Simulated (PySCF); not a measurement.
Run report: C₄H₆S, excited-state calculation

System: C₄H₆S (Divinyl sulfide), SMILES C=CSC=C.
Method: TDDFT HF/def2-SVPD, vertical, gas phase, core orbitals frozen in the response (PySCF 2.14.0).

The geometry comes from this level: PBE0-D3(BJ)/def2-SVP.

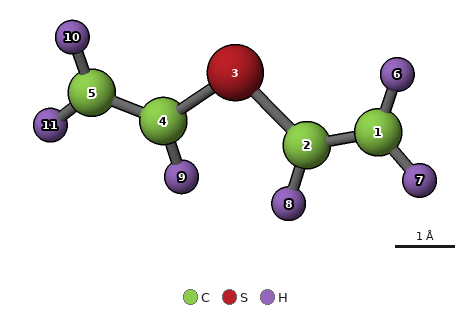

*The structure as given in the input (ball-and-stick view, seen at a tilt; atoms are numbered from 1 in the order of the input).*

Bond lengths as drawn: C–C 1.34 Å, C–H 1.09 to 1.10 Å and C–S 1.75 Å.

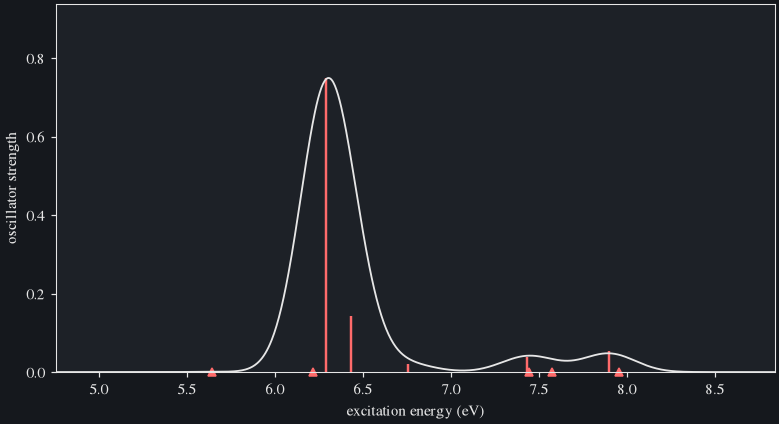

*Computed excitations as sticks (degenerate states added up, dark ones marked on the axis), with a Gaussian envelope of 0.35 eV full width at half maximum, scaled to the tallest.*

Of the 10 states the lowest lies at 5.64 eV (f = 0.001); the strongest line is at 6.29 eV, or 197 nm (f = 0.749).

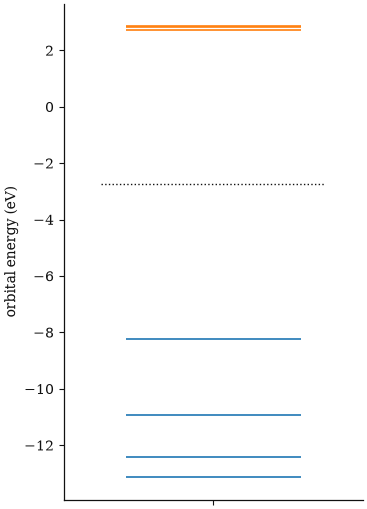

*Orbital energies near the frontier; the dotted line parts filled from empty levels, and levels within 0.02 eV of each other stand side by side.*

Highest filled −8.23 eV, lowest empty 2.72 eV, 10.95 eV apart.

These pictures come from the run below.

## Input
```
{"job": {"kind": "uv", "xc": "HF", "basis": "def2-SVPD", "ip": true}, "charge": 0, "multiplicity": 1}
C     -2.598479     0.175065     0.491182
C     -1.331850    -0.208003     0.312300
S     -0.042450     0.886815    -0.144162
C      1.368489    -0.134017     0.045462
C      2.593297     0.203174    -0.365612
H     -2.912460     1.216976     0.386108
H     -3.362834    -0.562523     0.744123
H     -1.036713    -1.257655     0.418262
H      1.188223    -1.082323     0.563699
H      2.797584     1.144761    -0.882359
H      3.435260    -0.467770    -0.183303
```

The first line tells a small driver script what to run in PySCF; the rest is the geometry in Å.

Command:
```bash
OMP_NUM_THREADS=1 python <driver script> task.json out
```

## Log
```
final grid: 88816 points
cycle   1  E = -552.1350180538  dE =  8.428e-01  |g| = 4.175e-01  |ddm| = 4.378e+00
cycle   2  E = -552.1942391820  dE = -5.922e-02  |g| = 1.885e-01  |ddm| = 1.240e+00
cycle   3  E = -552.2039348953  dE = -9.696e-03  |g| = 6.857e-02  |ddm| = 5.971e-01
cycle   4  E = -552.2058157220  dE = -1.881e-03  |g| = 1.485e-02  |ddm| = 1.817e-01
cycle   5  E = -552.2059101443  dE = -9.442e-05  |g| = 4.707e-03  |ddm| = 3.961e-02
cycle   6  E = -552.2059321918  dE = -2.205e-05  |g| = 1.881e-03  |ddm| = 2.190e-02
cycle   7  E = -552.2059352856  dE = -3.094e-06  |g| = 4.391e-04  |ddm| = 1.006e-02
cycle   8  E = -552.2059354866  dE = -2.011e-07  |g| = 1.074e-04  |ddm| = 2.879e-03
cycle   9  E = -552.2059354956  dE = -8.925e-09  |g| = 3.449e-05  |ddm| = 6.034e-04
cycle  10  E = -552.2059354966  dE = -1.075e-09  |g| = 1.314e-05  |ddm| = 1.916e-04
cycle  11  E = -552.2059354968  dE = -1.683e-10  |g| = 3.812e-06  |ddm| = 9.184e-05
converged SCF energy = -552.2059354968

Static polarisability (au): isotropic 74.119, principal 46.970 57.814 117.573

Singlet excitations
state   eV       nm        f      main configurations
  1   5.6410    219.8   0.00063   H->L+1 0.42, H->L+9 0.16, H->L+11 0.09
  2   6.2147    199.5   0.00289   H->L+3 0.74
  3   6.2887    197.2   0.74933   H->L+4 0.65, H->L 0.09
  4   6.4325    192.7   0.14346   H->L+2 0.61, H->L+4 0.14, H->L 0.08
  5   6.7566    183.5   0.02115   H->L 0.73, H->L+2 0.17
  6   7.4337    166.8   0.03716   H->L+8 0.46, H->L+6 0.17, H->L+10 0.11
  7   7.4431    166.6   0.00655   H->L+5 0.36, H->L+1 0.31
  8   7.5733    163.7   0.00456   H->L+5 0.41, H->L+7 0.25, H->L+3 0.08
  9   7.8978    157.0   0.05282   H->L+6 0.57, H-1->L+1 0.13, H->L+10 0.09
 10   7.9561    155.8   0.00049   H->L+9 0.39, H->L+7 0.26, H-1->L 0.09

Triplet excitations (Tamm-Dancoff, eV): 3.2917 3.3576 5.2902 6.2095
Vertical ionisation energy (delta-SCF) = 6.9173 eV
```

## Results in brief

- outcome: converged
- total energy: −552.205935 hartree
- HOMO: −8.23 eV
- LUMO: 2.72 eV
- dipole moment: 1.30 D
- mean polarisability: 74.12 a.u.
- vertical ionisation energy: 6.92 eV
- lowest singlet excitation: 5.64 eV
- hardware: 1 CPU thread, shared host
- wall time: 7.9 s
- peak memory: 0.64 GiB
